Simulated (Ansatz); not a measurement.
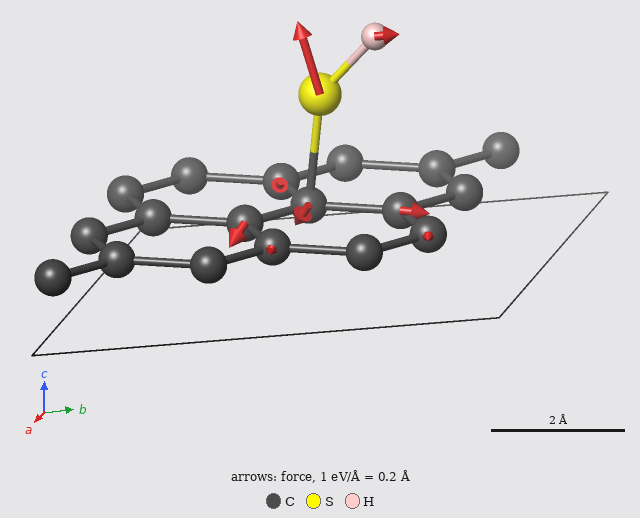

Starting geometry of a slab of composition HC18S with the computed forces as red arrows. Style: ball-and-stick. Shown: the cell of the calculation, outlined in the plane, without the vacuum (origin shifted), slightly off an axis.

It is SH on graphene monolayer, set down by a guess. The run prepares an end point of a later path (dissociation) calculation, from a guessed geometry.

All numbers below come from DFT PBEsol, scalar-relativistic, plane waves, PAW in Ansatz.

The input:
```yaml
crystal:
  lattice:
    - [7.398, 0.0, 0.0]
    - [-3.699, 6.406856, 0.0]
    - [0.0, 0.0, 13.0]
  atoms:
    - { symbol: C, position: [0.0, 0.0, 0.0769231] }
    - { symbol: C, position: [0.2222222, 0.1111111, 0.0769231] }
    - { symbol: C, position: [0.0, 0.3333333, 0.0769231] }
    - { symbol: C, position: [0.2222222, 0.4444444, 0.0769231] }
    - { symbol: C, position: [0.0, 0.6666667, 0.0769231] }
    - { symbol: C, position: [0.2222222, 0.7777778, 0.0769231] }
    - { symbol: C, position: [0.3333333, 0.0, 0.0769231] }
    - { symbol: C, position: [0.5555556, 0.1111111, 0.0769231] }
    - { symbol: C, position: [0.3333333, 0.3333333, 0.0769231] }
    - { symbol: C, position: [0.5555556, 0.4444444, 0.0769231] }
    - { symbol: C, position: [0.3333333, 0.6666667, 0.0769231] }
    - { symbol: C, position: [0.5555556, 0.7777778, 0.0769231] }
    - { symbol: C, position: [0.6666667, 0.0, 0.0769231] }
    - { symbol: C, position: [0.8888889, 0.1111111, 0.0769231] }
    - { symbol: C, position: [0.6666667, 0.3333333, 0.0769231] }
    - { symbol: C, position: [0.8888889, 0.4444444, 0.0769231] }
    - { symbol: C, position: [0.6666667, 0.6666667, 0.0769231] }
    - { symbol: C, position: [0.8888889, 0.7777778, 0.0769231] }
    - { symbol: S, position: [0.9408607, 0.1469215, 0.2169231], spin: 1.0 }
    - { symbol: H, position: [1.0303648, 0.285437, 0.2938462] }
magnetization:
  spin_polarized: true
basis:
  ecutwfc: 420.0
kpoints:
  mp_grid: { grid: [2, 2, 1] }
hamiltonian:
  xc: pbesol
scf:
  occupations: { method: gaussian, width: 0.02 }
  lower_state_search: "off"
relax:
  f_tol: 0.03
  max_steps: 60
  adjacent_minimum: "off"
```

Launched with:
```bash
ansatz run input.yaml --threads 2 --pin off --max-ram 5120MiB --backend cpu --events-out ev --progress --plain --runs-dir out
```

> What follows when this structure is relaxed?

It isn't relaxed: the largest force vector, on S19, is 5.85 eV/Å. The final displacements follow the starting forces only in part (cosine between the two patterns 0.70). After 11 accepted moves (12 points after the start) the energy has fallen by 2.502 eV per cell of the calculation. Largest force component: 5.5 eV/Å at the start, 0.011 eV/Å at the end. The line search rejected the trial step at point 9 of the run. The largest move relative to the layer's centre is that of S19, 1.18 Å at 29° to the normal (+c side). By element the largest moves are S 1.18 Å, H 0.50 Å, C 0.10 Å. The lattice vectors keep their values. Some distances before and after: C3–S19 2.191 → 3.403 Å, C14–S19 1.852 → 2.899 Å, C1–S19 2.272 → 3.204 Å, C13–S19 2.531 → 3.182 Å. Bonds break: C14–S19 (1.85 → 2.90 Å). The program noted that the starting moments weren't kept. The run may lie on a higher electronic state than the lowest, so the end point isn't shown to be the ground-state structure.

Limits of the set-up: the k-point mesh is coarse for a cell with partly filled bands; the periodic images lie only 7.4 Å apart, so the values are limited by the cell's size.
